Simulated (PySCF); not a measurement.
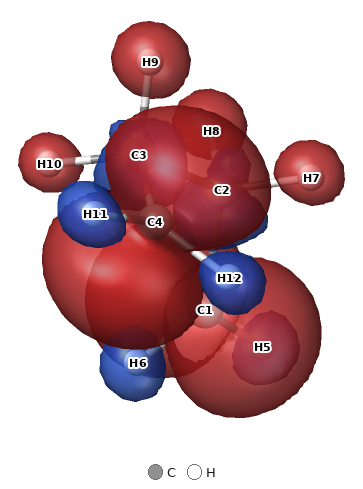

Figure. C4H8, triplet, SMILES `[CH2]CC[CH2]`. Spin density ρα − ρβ at ±0.03 e/Å³ (red: excess α, blue: excess β).

Level of theory: HF/def2-TZVP (PySCF), at a geometry from GFN2-xTB. No frequency check shows the geometry to be a minimum. The stability of the open-shell solution wasn't checked. GFN2-xTB doesn't know the spin state, so this open-shell geometry is rough.

Input

```python
import numpy as np
from pyscf import gto, scf, dft
from pyscf.scf import atom_ks, atom_hf
from scipy.linalg import block_diag

def solve(mol, dm0=None, hcore=None):
    mf = scf.UHF(mol) if mol.spin else scf.RHF(mol)
    mf = mf.density_fit(auxbasis='def2-universal-jkfit')
    mf.conv_tol, mf.max_cycle = 1e-8, 80
    if hcore is not None:
        mf.get_hcore = lambda *args: hcore
    mf.kernel(dm0)
    if not mf.converged:
        mf = mf.newton().run(mf.mo_coeff, mf.mo_occ, max_cycle=30)
    assert mf.converged, 'SCF not converged'
    return mf

mol = gto.M(atom='''
C     -1.50653    -0.58797     0.17801
C     -0.71453     0.56881    -0.27376
C      0.71114     0.57109     0.27715
C      1.50818    -0.58096    -0.17769
H     -2.50216    -0.73605    -0.19222
H     -1.10099    -1.29404     0.87388
H     -0.67954     0.59115    -1.37295
H     -1.21749     1.50457     0.01789
H      1.20688     1.51102    -0.01719
H      0.67986     0.59262     1.37517
H      2.47344    -0.77091     0.24928
H      1.15045    -1.22423    -0.95611
''', basis='def2-tzvp', charge=0, spin=2, verbose=4)
mf = solve(mol)
mf.analyze()
# spherically averaged free atoms, for the promolecule
atm = scf.atom_hf.get_atm_nrhf(mol)
pro = block_diag(*[(atm[a[0]][2] * atm[a[0]][3]) @ atm[a[0]][2].T for a in mol._atom])
np.savez('result.npz', e=mf.e_tot, c=mf.mo_coeff, occ=mf.mo_occ, eps=mf.mo_energy, pro=pro, dip=mf.dip_moment(verbose=0), s2=mf.spin_square()[0])
```

Command:

```sh
OMP_NUM_THREADS=1 python input.py
```

The run took 4.8 s on 1 thread of AMD EPYC 7R43 64-Core Processor (Zen 3), on a shared host, peak memory 0.26 GiB.

Partitions, critical points and surface values were worked out afterwards from this run's density.

Q: How is the spin shared among the atoms?

A: Hirshfeld spin populations: C1 +0.81, C4 +0.80, C2 and C3 +0.05, H6 +0.04 and H12 +0.04. ⟨S²⟩ = 2.03, against 2.00 for a pure state. The picture also shows regions of β spin from spin polarisation; the Hirshfeld sums, whose atoms overlap, net them against the α spin of neighbours.
